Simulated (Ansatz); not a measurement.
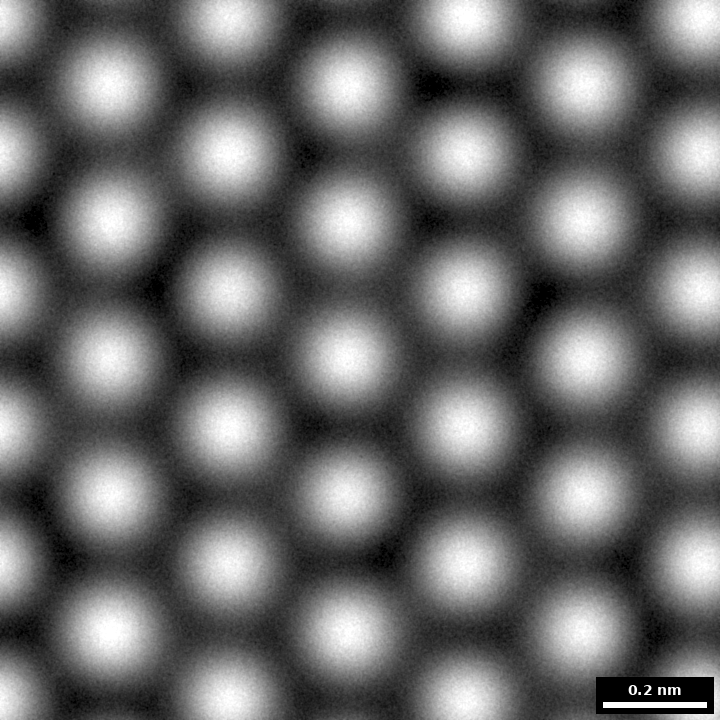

HAADF-like image of Ta (Im-3m, No. 229). The image is simulated as a sum over atoms of Z^1.8, blurred by a 1.30 Å probe (no channelling). The display is stretched by a gamma of 0.65; percentages refer to the linear signal. Shot noise and the speckle of an amorphous layer were added. Model: a calculation's starting geometry.

```cif
data_structure
_symmetry_space_group_name_H-M 'Im-3m'
_symmetry_Int_Tables_number 229
_cell_length_a 3.2529
_cell_length_b 3.2529
_cell_length_c 3.2529
_cell_angle_alpha 90.000
_cell_angle_beta 90.000
_cell_angle_gamma 90.000
_cell_volume 34.42
loop_
_atom_site_label
_atom_site_type_symbol
_atom_site_symmetry_multiplicity
_atom_site_Wyckoff_symbol
_atom_site_fract_x
_atom_site_fract_y
_atom_site_fract_z
_atom_site_occupancy
Ta1 Ta 2 a 0.00000 0.00000 0.00000 1
```

Along which zone axis is the crystal seen: [111], [001], [211] or [221]? (Directions equivalent by symmetry count as one.)

Answer. [111]. The projected cells are 2.66 × 2.66 Å, 120° for [111]; 2.30 × 2.30 Å, 90° for [001]; 0.94 × 2.30 Å, 90° for [211]; 0.77 × 2.30 Å, 90° for [221], and the image repeats as the [111] one does.
